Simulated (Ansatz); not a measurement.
The starting structures come from a database of crystals and need not be the phases stable at ambient conditions.

 Where the default PAW files enter, the runs use the earlier of Ansatz's two default sets.

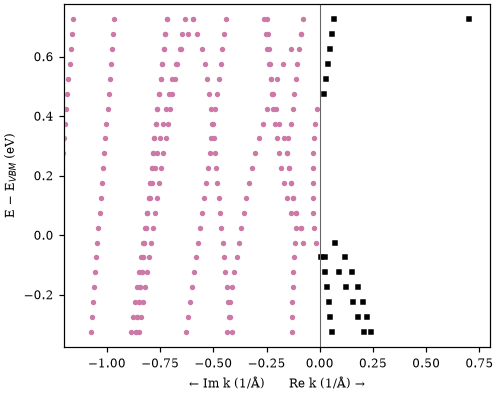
*Complex bands at the centre of the two-dimensional zone; PBEsol (Ansatz, a quantum-chemistry and plane-wave program)*

No gap correction and no spin-orbit coupling; mid-gap values are interpolated between computed energies.

Q: This is Ca(MgBi)2 (P-3m1, not sure to be the ambient phase, 5 atoms a cell, 30.3 Å³ an atom) along the normal of (100). Read off the slowest decay at the centre of the two-dimensional zone at 0.23 eV, the computed energy nearest the middle of the gap.

A: κ ≈ 0.03 1/Å, a decay length 1/(2κ) of the density of 15 Å.
